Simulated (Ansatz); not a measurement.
## Electronic structure of H6W···HCl in real space

```xyz
9

W    -0.5181   -0.5199    0.3206
H     0.0094   -0.0271    1.8836
H     1.0758   -0.1525    0.2278
H    -0.1331    1.0652    0.2102
H    -1.6550    0.4148   -0.5337
H     0.3745   -1.6658   -0.5658
H     0.1010    0.0816   -1.0940
Cl    1.9266    2.0807    0.9711
H     1.3000    1.3075    1.8542
```

Core potentials replace the inner electrons of W; not at a stationary point (largest force 1.3 eV/Å).

Method: Ansatz, RKS B3LYP-D4/def2-SVP.

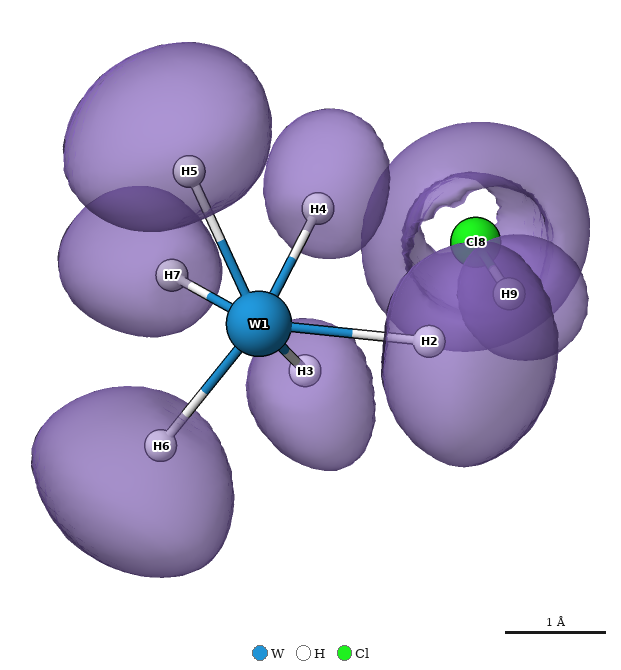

Figure 1. Isosurface of the ELF at 0.85 (purple), seen at a tilt. Core shells and regions of very low density are left out.

Question: Identify the bonds, lone pairs and shells in this picture.

Answer: The ELF exceeds this value in seven regions around hydrogen nuclei and one ring or bowl of non-bonding electrons around Cl. Profiles from the grid: H2···H9 (1.86 Å): the ELF dips to about 0.10 between them. Cl–H (1.33 Å): the ELF climbs to about 1 towards the hydrogen, as it does in any bond to H; an ordinary covalent bond to hydrogen.

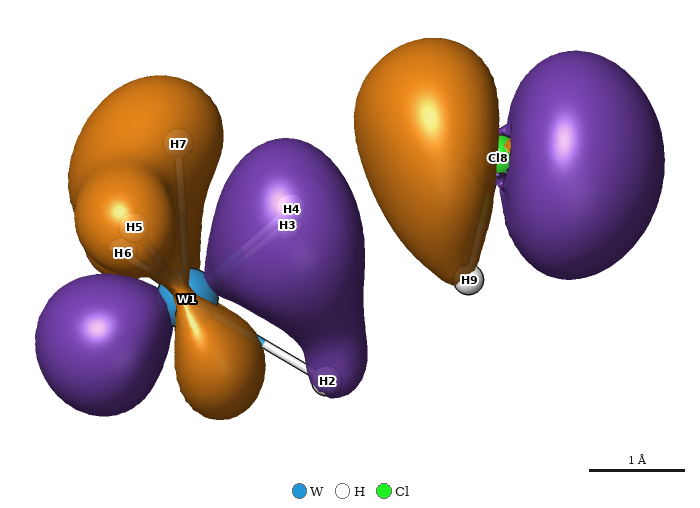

Figure 2. The HOMO at ±0.08 Å⁻³ᐟ² (orange and purple are the two phases), seen from one side.

Question: Describe this orbital and give its energy.

Answer: Its weight (Hirshfeld) is mainly on Cl8 (about 45 %), W1 (about 30 %) and H4 (about 10 %). Its energy is −7.41 eV.

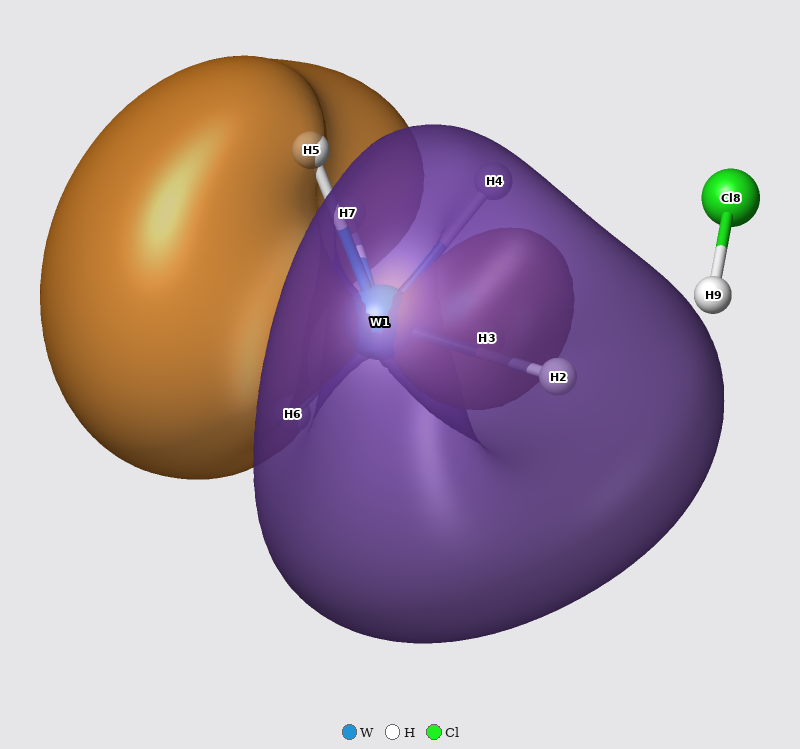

Figure 3. The LUMO at ±0.05 Å⁻³ᐟ² (orange and purple are the two phases), seen at a tilt.

Question: Describe this orbital and give its energy.

Answer: It lies mainly on W1 (about 75 %) and H2 (about 10 %). Its energy is −2.67 eV.
